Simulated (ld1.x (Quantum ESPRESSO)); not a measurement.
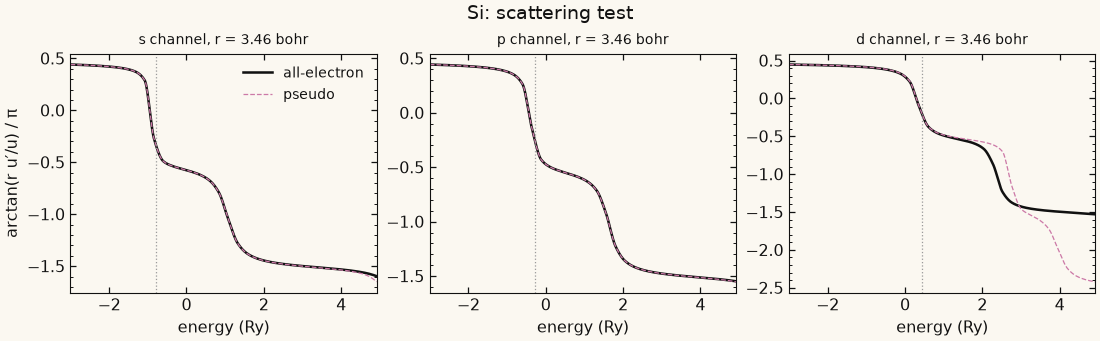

Unwrapped phase arctan(r u′/u) in units of π against energy, all-electron (solid) and pseudo (dashed); the pseudo phase is matched to the all-electron one at the reference energy. Here u = r R(r). The dotted line marks the reference energy of the channel.

Si, PAW, made with ld1.x (Quantum ESPRESSO) 7.5 (BLYP, scalar-relativistic). Core [Ne], reference 3s2 3p2. Waves: 3s (bound): rcut 1.70, rcutus 2.05 bohr; 3s channel at -0.45 Ry: rcut 1.70, rcutus 2.05 bohr; 3p (bound): rcut 2.10, rcutus 2.30 bohr; 3p channel at 2.3 Ry: rcut 2.10, rcutus 2.30 bohr; 3d channel at 0.45 Ry: rcut 2.15, rcutus 3.18 bohr. Local part: all-electron potential smoothed inside 2.05 bohr (lloc = -1). Core correction: Bessel-smoothed model core, default radius (core density twice the valence density). Augmentation charge: PSQ, inside the norm-conserving radii.

Where are the poles, the energies at which the radial function vanishes at the test radius? (There the phase passes a half-integer multiple of π.)

Answer. s: all-electron at -0.6 and 3.0 Ry, pseudo at -0.6 and 3.0 Ry; p: all-electron at 0.1 and 3.6 Ry, pseudo at 0.1 and 3.6 Ry; d: all-electron at 1.1 and 4.1 Ry, pseudo at 1.1 and 3.1 Ry.

Give the range of good agreement (0.05 rad in phase) for each channel.

Answer. s: up to about 4.6 Ry; p: over the whole range drawn; d: up to about 1.4 Ry.

Which channel departs first above its reference energy?

Answer. The d channel: its phase error passes 0.05 rad 1.0 Ry above its reference energy, against 5.4 Ry for s.

What does the plot say about ghosts?

Answer. Going away from the reference energies, the phases part by more than π/2 in: d at about 2.5 Ry (above its reference energy, pseudo phase higher). Such a step is either a state that only one of the two atoms has or an ordinary level shifted in energy. The separate test gives: no ghost state below the valence levels in the s, p, d channels.
